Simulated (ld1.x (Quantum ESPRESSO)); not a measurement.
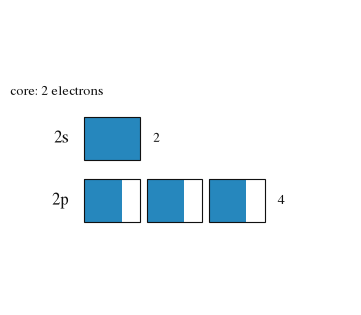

The valence shells of the reference configuration: a box for each of the 2l + 1 orbitals, shaded by the share of the shell that is filled, with the electron count at the right.

Pseudopotential generation: O (part 1 of 2)

Oxygen (O, Z = 8), core [He], reference valence 2s2 2p4, valence charge 6. Computed at this level: ultrasoft potential, LDA (PZ), scalar-relativistic, made with ld1.x (Quantum ESPRESSO) 7.5.

### Key numbers

- outcome: generated
- cutoffs needed: 55 Ry and 90 Ry (the cutoffs, on a coarse ladder, from which the occupation-weighted sum of valence levels, in a spherical-Bessel basis at the reference potential, stays within 10 and 1 mRy of its value at 400 Ry); ghost states and empty shells don't enter this sum
- ghost test: no ghost state below the valence levels in the s, p, d, f channels (spherical-Bessel basis up to 400 Ry, 20 bohr box)
- largest excitation error: +687 meV (all-electron minus pseudo) for 2s2 2p0, out of 7 test configurations
- lowest eigenvalue of the overlap operator S in a Bessel basis (separate test): 0.56 (s channel)
- range over which the phases arctan(r u′/u) at the test radius agree within 0.05 rad (a looser test near the poles than one of phase shifts): s: over the whole range computed; p: over the whole range computed
- hardware: 1 CPU thread, shared host
- wall time: 1.1 s

### Remarks

An excitation error of 687 meV in its own tests makes this a poorly transferable potential.

### Input
```
 &input
   title='O', zed=8., rel=1, dft='PZ', iswitch=3,
   config='[He] 2s2 2p4',
   nld=2, rlderiv=1.25, eminld=-4.0, emaxld=5.0, deld=0.02
 /
 &inputp
   pseudotype=3, tm=.true., lloc=-1, rcloc=1.10,
   nlcc=.true., rcore=0.80,
   file_pseudopw='O.UPF', file_wfcaegen='ae.wfc', file_wfcncgen='nc.wfc', file_beta='beta', file_chi='chi', file_wfcusgen='us.wfc'
 /
4
2S  1  0   2.00   0.00  0.75  1.05  0.0
2S  1  0   0.00  -0.40  0.75  1.05  0.0
2P  2  1   4.00   0.00  1.00  1.15  0.0
2P  2  1   0.00   1.70  1.00  1.15  0.0
 &test
   configts(1)='2s2 2p4'
 /
```

### Input of the test run
```
 &input
   title='O', zed=8., rel=1, dft='PZ', iswitch=2,
   config='[He] 2s2 2p4'
 /
 &test
   file_pseudo='O.UPF', nconf=10,
   configts(1)='2s2 2p4',
   configts(2)='2s2 2p3',
   configts(3)='2s2 2p2',
   configts(4)='2s2 2p1',
   configts(5)='2s2 2p3.5',
   configts(6)='2s0 2p6',
   configts(7)='2s1 2p5',
   configts(8)='2s2 2p0',
   configts(9)='2s2 2p4', lsdts(9)=1,
   configts(10)='2s2 2p3', lsdts(10)=1
 /
```

Run as:
```bash
ld1.x < O.in > O.out
```

### Log
```
     Program LD1 v.7.5
     --------------------------- All-electron run ----------------------------

     O
     scalar relativistic calculation

     atomic number is  8.00
     dft =PZ   lsd =0 sic =0 latt =0  beta=0.20 tr2=1.0E-14
     Exchange-correlation= PZ
                           (   1   1   0   0   0   0   0)
     mesh =1095 r(mesh) =  99.04343 a.u. xmin = -7.00 dx = 0.01250
     1 Ry =  13.60569312 eV, c = 137.03599908

     n l     nl                  e(Ry)          e(Ha)          e(eV)
     1 0     1S 1( 2.00)       -37.5495       -18.7748      -510.8874
     2 0     2S 1( 2.00)        -1.7458        -0.8729       -23.7531
     2 1     2P 1( 4.00)        -0.6761        -0.3380        -9.1985

     final scf error:  3.1E-15 reached in  28 iterations

     Etot =    -149.049789 Ry,     -74.524894 Ha,   -2027.925687 eV

     Ekin =     148.542013 Ry,      74.271007 Ha,    2021.017051 eV
     Encl =    -354.748318 Ry,    -177.374159 Ha,   -4826.596752 eV
     Eh   =      72.697341 Ry,      36.348671 Ha,     989.097716 eV
     Exc  =     -15.540825 Ry,      -7.770413 Ha,    -211.443701 eV

     normalization and overlap integrals

     s(1S/1S) =  1.000000  <r> =   0.2007  <r2> =    0.0544  r(max) =   0.1298
     s(2S/2S) =  1.000000  <r> =   1.1473  <r2> =    1.6045  r(max) =   0.8786
     s(2P/2P) =  1.000000  <r> =   1.2645  <r2> =    2.1318  r(max) =   0.8151

     ------------------------ End of All-electron run ------------------------

     --------------------- Generating US pseudopotential ---------------------

      Generating local potential from pseudized AE potential:
      Matching radius rcloc =   1.1000

      Local pseudo, rcloc= 1.100 Estimated cut-off energy=    20.22 Ry

      Computing core charge for nlcc:

       r > 0.80 : true rho core
       r < 0.80 : rho core = a sin(br)/r    a=   0.08  b=   3.54

      Integrated core pseudo-charge :   0.02

      Wfc   2S  rcut= 0.756  Using Troullier-Martins method
      Wfc-us  2S rcutus= 1.047  Estimated cut-off energy=    42.13 Ry

      Wfc   2S  rcut= 0.756  Using Troullier-Martins method
      Wfc-us  2S rcutus= 1.047  Estimated cut-off energy=    45.39 Ry

      Wfc   2P  rcut= 0.996  Using Troullier-Martins method
      Wfc-us  2P rcutus= 1.157  Estimated cut-off energy=    57.50 Ry

      Wfc   2P  rcut= 0.996  Using Troullier-Martins method
      Wfc-us  2P rcutus= 1.157  Estimated cut-off energy=    70.76 Ry

     ------------------- End of pseudopotential generation -------------------

     --------------------------- All-electron run ----------------------------

     O
     scalar relativistic calculation

     atomic number is  8.00
     dft =PZ   lsd =0 sic =0 latt =0  beta=0.20 tr2=1.0E-14
     Exchange-correlation= PZ
                           (   1   1   0   0   0   0   0)
     mesh =1095 r(mesh) =  99.04343 a.u. xmin = -7.00 dx = 0.01250
     1 Ry =  13.60569312 eV, c = 137.03599908

     n l     nl                  e(Ry)          e(Ha)          e(eV)
     1 0     1S 1( 2.00)       -37.5495       -18.7748      -510.8874
     2 0     2S 1( 2.00)        -1.7458        -0.8729       -23.7531
     2 1     2P 1( 4.00)        -0.6761        -0.3380        -9.1985

     final scf error:  3.1E-15 reached in  28 iterations

     Etot =    -149.049789 Ry,     -74.524894 Ha,   -2027.925687 eV

     Ekin =     148.542013 Ry,      74.271007 Ha,    2021.017051 eV
     Encl =    -354.748318 Ry,    -177.374159 Ha,   -4826.596752 eV
     Eh   =      72.697341 Ry,      36.348671 Ha,     989.097716 eV
     Exc  =     -15.540825 Ry,      -7.770413 Ha,    -211.443701 eV

     normalization and overlap integrals

     s(1S/1S) =  1.000000  <r> =   0.2007  <r2> =    0.0544  r(max) =   0.1298
     s(2S/2S) =  1.000000  <r> =   1.1473  <r2> =    1.6045  r(max) =   0.8786
     s(2P/2P) =  1.000000  <r> =   1.2645  <r2> =    2.1318  r(max) =   0.8151

     ------------------------ End of All-electron run ------------------------

     Computing logarithmic derivative in   1.25461
     Computing logarithmic derivative in   1.25461
     Computing the partial wave expansion
     R is outside the sphere for l=    0 j= 0.00
     R is outside the sphere for l=    0 j= 0.00
     R is outside the sphere for l=    1 j= 0.00
     R is outside the sphere for l=    1 j= 0.00

     ---------------------- Testing the pseudopotential ----------------------

     O
     scalar relativistic calculation

     atomic number is  8.00   valence charge is  6.00
     dft =PZ   lsd =0 sic =0 latt =0  beta=0.20 tr2=1.0E-14
     mesh =1095 r(mesh) =  99.04343 xmin = -7.00 dx = 0.01250

     n l     nl             e AE (Ry)        e PS (Ry)    De AE-PS (Ry)
     1 0     2S   1( 2.00)       -1.74582       -1.74583        0.00002
     2 1     2P   1( 4.00)       -0.67608       -0.67608        0.00001

     eps = 4.4E-17  iter =  4

     Etot =    -149.049789 Ry,     -74.524894 Ha,   -2027.925687 eV
     Etotps =   -31.504479 Ry,     -15.752239 Ha,    -428.640271 eV

     Ekin =      17.894043 Ry,       8.947022 Ha,     243.460858 eV
     Encl =     -71.229473 Ry,     -35.614737 Ha,    -969.126353 eV
     Ehrt =      27.239346 Ry,      13.619673 Ha,     370.610181 eV
     Ecxc =      -6.345029 Ry,      -3.172514 Ha,     -86.328514 eV
     (Ecc =      -0.007535 Ry,      -0.003767 Ha,      -0.102515 eV)
     Epseu=       0.936634 Ry,       0.468317 Ha,      12.743557 eV

     ---------------------- End of pseudopotential test ----------------------
```

### Output of the test run (extracts)
```
     ---------------------- Testing the pseudopotential ----------------------

     O
     scalar relativistic calculation

     atomic number is  8.00   valence charge is  6.00
     dft =PZ   lsd =0 sic =0 latt =0  beta=0.20 tr2=1.0E-14
     mesh =1095 r(mesh) =  99.04343 xmin = -7.00 dx = 0.01250

     n l     nl             e AE (Ry)        e PS (Ry)    De AE-PS (Ry)
     1 0     2S   1( 2.00)       -1.74582       -1.74583        0.00002
     2 1     2P   1( 4.00)       -0.67608       -0.67608        0.00001

     eps = 4.4E-17  iter =  4

     Etot =    -149.049789 Ry,     -74.524894 Ha,   -2027.925687 eV
     Etotps =   -31.504479 Ry,     -15.752239 Ha,    -428.640271 eV

     Ekin =      17.894043 Ry,       8.947022 Ha,     243.460858 eV
     Encl =     -71.229473 Ry,     -35.614737 Ha,    -969.126353 eV
     Ehrt =      27.239346 Ry,      13.619673 Ha,     370.610181 eV
     Ecxc =      -6.345029 Ry,      -3.172514 Ha,     -86.328514 eV
     (Ecc =      -0.007535 Ry,      -0.003767 Ha,      -0.102515 eV)
     Epseu=       0.936634 Ry,       0.468317 Ha,      12.743557 eV

     ---------------------- End of pseudopotential test ----------------------

     ---------------------- Testing the pseudopotential ----------------------

     O
     scalar relativistic calculation

     atomic number is  8.00   valence charge is  6.00
     dft =PZ   lsd =0 sic =0 latt =0  beta=0.20 tr2=1.0E-14
     mesh =1095 r(mesh) =  99.04343 xmin = -7.00 dx = 0.01250

     n l     nl             e AE (Ry)        e PS (Ry)    De AE-PS (Ry)
     1 0     2S   1( 2.00)       -2.89559       -2.89562        0.00003
     2 1     2P   1( 3.00)       -1.80713       -1.80619       -0.00094

     eps = 4.8E-15  iter = 10

     Etot =    -147.830923 Ry,     -73.915462 Ha,   -2011.342178 eV
     Etotps =   -30.285871 Ry,     -15.142936 Ha,    -412.060267 eV
     dEtot_ae =       1.218865 Ry
     dEtot_ps =       1.218608 Ry,   Delta E=       0.000258 Ry

     Ekin =      16.398521 Ry,       8.199260 Ha,     223.113241 eV
     Encl =     -63.098334 Ry,     -31.549167 Ha,    -858.496566 eV
     Ehrt =      20.729430 Ry,      10.364715 Ha,     282.038258 eV
     Ecxc =      -5.446641 Ry,      -2.723321 Ha,     -74.105326 eV
     (Ecc =      -0.007535 Ry,      -0.003767 Ha,      -0.102515 eV)
     Epseu=       1.131153 Ry,       0.565577 Ha,      15.390126 eV

     ---------------------- End of pseudopotential test ----------------------

     ---------------------- Testing the pseudopotential ----------------------

     O
     scalar relativistic calculation

     atomic number is  8.00   valence charge is  6.00
     dft =PZ   lsd =0 sic =0 latt =0  beta=0.20 tr2=1.0E-14
     mesh =1095 r(mesh) =  99.04343 xmin = -7.00 dx = 0.01250

     n l     nl             e AE (Ry)        e PS (Ry)    De AE-PS (Ry)
     1 0     2S   1( 2.00)       -4.26417       -4.26229       -0.00188
     2 1     2P   1( 2.00)       -3.18620       -3.18072       -0.00548  !

     eps = 9.6E-16  iter =  7

     Etot =    -145.353407 Ry,     -72.676704 Ha,   -1977.633852 eV
     Etotps =   -27.811003 Ry,     -13.905502 Ha,    -378.387979 eV
     dEtot_ae =       3.696382 Ry
     dEtot_ps =       3.693475 Ry,   Delta E=       0.002906 Ry

     Ekin =      13.890647 Ry,       6.945324 Ha,     188.991883 eV
     Encl =     -52.925822 Ry,     -26.462911 Ha,    -720.092489 eV
     Ehrt =      14.240268 Ry,       7.120134 Ha,     193.748711 eV
     Ecxc =      -4.355645 Ry,      -2.177823 Ha,     -59.261571 eV
     (Ecc =      -0.007535 Ry,      -0.003767 Ha,      -0.102515 eV)
     Epseu=       1.339549 Ry,       0.669774 Ha,      18.225488 eV

     ---------------------- End of pseudopotential test ----------------------

     ---------------------- Testing the pseudopotential ----------------------

     O
     scalar relativistic calculation

     atomic number is  8.00   valence charge is  6.00
     dft =PZ   lsd =0 sic =0 latt =0  beta=0.20 tr2=1.0E-14
     mesh =1095 r(mesh) =  99.04343 xmin = -7.00 dx = 0.01250

     n l     nl             e AE (Ry)        e PS (Ry)    De AE-PS (Ry)
     1 0     2S   1( 2.00)       -5.81386       -5.80427       -0.00959  !
     2 1     2P   1( 1.00)       -4.78017       -4.76032       -0.01986  !

     eps = 8.8E-17  iter =  7

     Etot =    -141.387157 Ry,     -70.693579 Ha,   -1923.670271 eV
     Etotps =   -23.856072 Ry,     -11.928036 Ha,    -324.578398 eV
     dEtot_ae =       7.662632 Ry
     dEtot_ps =       7.648407 Ry,   Delta E=       0.014225 Ry

     Ekin =      10.406231 Ry,       5.203116 Ha,     141.583992 eV
     Encl =     -41.008743 Ry,     -20.504372 Ha,    -557.952373 eV
     Ehrt =       8.428398 Ry,       4.214199 Ha,     114.674190 eV
     Ecxc =      -3.148374 Ry,      -1.574187 Ha,     -42.835817 eV
     (Ecc =      -0.007535 Ry,      -0.003767 Ha,      -0.102515 eV)
     Epseu=       1.466416 Ry,       0.733208 Ha,      19.951611 eV

     ---------------------- End of pseudopotential test ----------------------

     ---------------------- Testing the pseudopotential ----------------------

     O
     scalar relativistic calculation

     atomic number is  8.00   valence charge is  6.00
     dft =PZ   lsd =0 sic =0 latt =0  beta=0.20 tr2=1.0E-14
     mesh =1095 r(mesh) =  99.04343 xmin = -7.00 dx = 0.01250

     n l     nl             e AE (Ry)        e PS (Ry)    De AE-PS (Ry)
     1 0     2S   1( 2.00)       -2.28990       -2.29002        0.00012
     2 1     2P   1( 3.50)       -1.20764       -1.20740       -0.00024

     eps = 8.9E-15  iter = 12

     Etot =    -148.581903 Ry,     -74.290952 Ha,   -2021.559778 eV
     Etotps =   -31.036612 Ry,     -15.518306 Ha,    -422.274624 eV
     dEtot_ae =       0.467886 Ry
     dEtot_ps =       0.467866 Ry,   Delta E=       0.000019 Ry

     Ekin =      17.273253 Ry,       8.636626 Ha,     235.014573 eV
     Encl =     -67.443789 Ry,     -33.721894 Ha,    -917.619490 eV
     Ehrt =      24.032049 Ry,      12.016024 Ha,     326.972683 eV
     Ecxc =      -5.925264 Ry,      -2.962632 Ha,     -80.617320 eV
     (Ecc =      -0.007535 Ry,      -0.003767 Ha,      -0.102515 eV)
     Epseu=       1.027138 Ry,       0.513569 Ha,      13.974930 eV

     ---------------------- End of pseudopotential test ----------------------

     ---------------------- Testing the pseudopotential ----------------------

     O
     scalar relativistic calculation

     atomic number is  8.00   valence charge is  6.00
     dft =PZ   lsd =0 sic =0 latt =0  beta=0.20 tr2=1.0E-14
     mesh =1095 r(mesh) =  99.04343 xmin = -7.00 dx = 0.01250

     n l     nl             e AE (Ry)        e PS (Ry)    De AE-PS (Ry)
     1 0     2S   1( 0.00)       -1.81159       -1.80793       -0.00366
     2 1     2P   1( 6.00)       -0.73313       -0.73346        0.00032

     eps = 5.5E-15  iter =  7

     Etot =    -146.901590 Ry,     -73.450795 Ha,   -1998.697947 eV
     Etotps =   -29.360221 Ry,     -14.680110 Ha,    -399.466156 eV
     dEtot_ae =       2.148199 Ry
     dEtot_ps =       2.144258 Ry,   Delta E=       0.003941 Ry

     Ekin =      21.344947 Ry,      10.672473 Ha,     290.412792 eV
     Encl =     -71.119392 Ry,     -35.559696 Ha,    -967.628624 eV
     Ehrt =      26.866388 Ry,      13.433194 Ha,     365.535834 eV
     Ecxc =      -6.270336 Ry,      -3.135168 Ha,     -85.312264 eV
     (Ecc =      -0.007535 Ry,      -0.003767 Ha,      -0.102515 eV)
     Epseu=      -0.181828 Ry,      -0.090914 Ha,      -2.473894 eV

     ---------------------- End of pseudopotential test ----------------------
```

(Continued in part 2.)
